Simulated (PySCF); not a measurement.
C4H10OSi, SMILES C=CC[SiH2]OC, singlet, GFN2-xTB optimised geometry. Atoms within 1.6 Å of the plane z = 0.8 Å (x, y, z in Å): C2 (1.82, -1.62, -0.06), C3 (0.35, -1.41, -0.02), Si4 (-0.06, 0.44, 0.00), O5 (-1.68, 0.44, 0.00), C6 (-2.53, 1.54, 0.00), H9 (2.35, -1.36, 0.85), H10 (-0.06, -1.88, 0.88), H12 (0.47, 1.11, 1.20), H14 (-2.37, 2.16, 0.88), H16 (-3.56, 1.18, 0.00).

Method: B3LYP/def2-TZVP run with PySCF.

Map of the log10 of the electron density (e/bohr³), floored at −4 on the plane z = 0.8 Å:

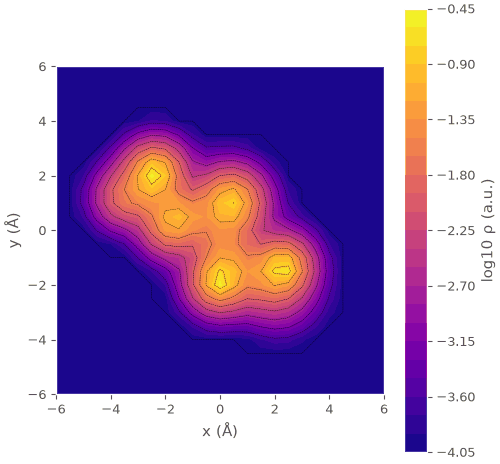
Figure: Log10 of the electron density (e/bohr³), floored at −4 on the plane z = 0.8 Å.
